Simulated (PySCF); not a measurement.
# C4H5N, SMILES `c1cc[nH]c1`: electronic structure

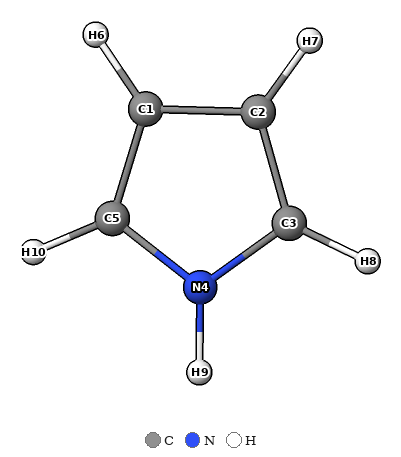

The molecule, with its atoms numbered as below. No frequency check shows the geometry to be a minimum.

Cartesian coordinates (Å):

```
C1      -0.9747   -0.7067    0.0000
C2      -0.9778    0.7025    0.0000
C3       0.3275    1.1091    0.0000
N4       1.1154    0.0023    0.0000
C5       0.3323   -1.1076    0.0000
H6      -1.8360   -1.3450    0.0000
H7      -1.8418    1.3371    0.0000
H8       0.7482    2.0954    0.0000
H9       2.1214    0.0045    0.0000
H10      0.7574   -2.0920    0.0000
```

### 1. Localised orbitals

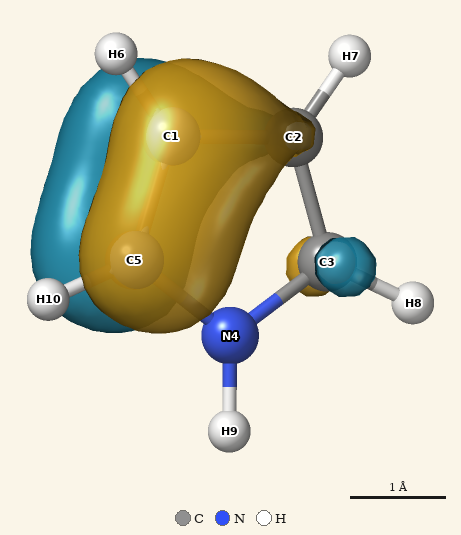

Pipek–Mezey orbitals, occupied; each surface holds about 80 % of the orbital's density. Energies are diagonal elements of the Fock matrix.

PySCF calculation, r2SCAN/cc-pVDZ, gas phase; geometry: GFN2-xTB.

> What does this orbital represent?

π bond C1–C5 (C1 48 %, C5 44 %, C3 4 %; −6.5 eV).

> How do all the valence pairs divide up?

13 pairs: 10 σ bonds, 2 two-centre π bonds and 1 partly delocalised lone pair.

### 2. Magnetic shielding

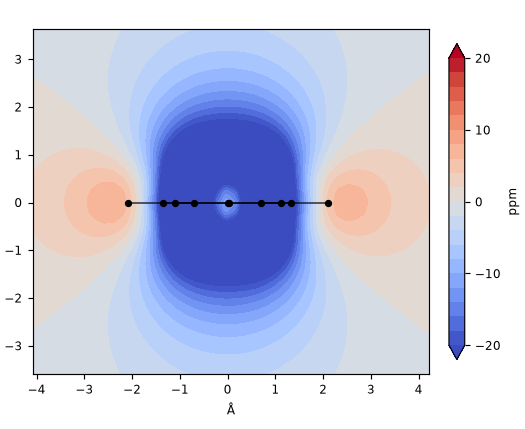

NICSzz (the component normal to the ring) in a plane perpendicular to the 5-membered ring C1/C2/C3/N4/C5; GIAO shieldings; atoms are projected onto the map; negative values mean shielding.

PySCF calculation, PBE0/def2-SVPD, gas phase; geometry: GFN2-xTB.

> What does the map say about the ring?

It is strongly diatropic (aromatic): NICS(0) = −13.1, NICS(1) = −10.2, NICS(1)zz = −31.8 ppm.

> What absolute proton shieldings does the same calculation give?

From 24.0 ppm (H9) to 25.4 ppm (H6 and H7).

### 3. Stretching a bond

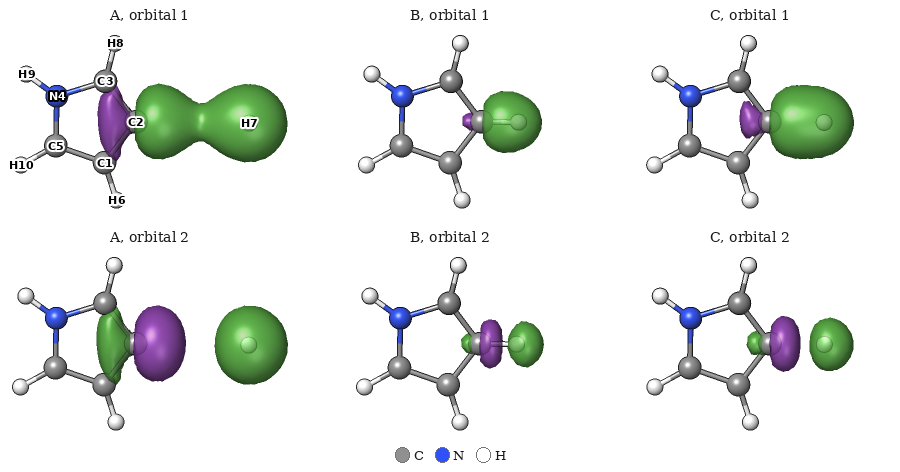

Rigid stretch of the C2–H7 bond. The two CASSCF(2,2) natural orbitals nearest half filling (orbital 1 the more occupied).

Computed with PySCF, 6-31G* basis, geometry: GFN2-xTB.

> The columns are at 0.98, 1.44 and 3.00 Å, in some order. Assign them, and give the occupations.

A: 3.00 Å, occupations 1.27 and 0.73. B: 0.98 Å, occupations 1.99 and 0.01. C: 1.44 Å, occupations 1.95 and 0.05.

UHF's ⟨S²⟩ passes 1 along the scan (up to 1.19), so it also polarises electrons outside the stretched bond; its energy lowering isn't due to that bond alone.

> Where does the UHF solution part from RHF?

Between 1.44 Å (⟨S²⟩ = 0, the two coincide) and 1.66 Å (⟨S²⟩ = 0.16); at 3.00 Å ⟨S²⟩ is 1.19 and UHF lies 3.9 eV below RHF.

> How much energy does the stretch cost?

By CASSCF, 4.8 eV from the lowest point of the scan (1.07 Å) to 3.00 Å; RHF gives 8.2 eV from its own lowest point. The fragments aren't relaxed and dynamic correlation is missing, so this isn't a bond dissociation energy.
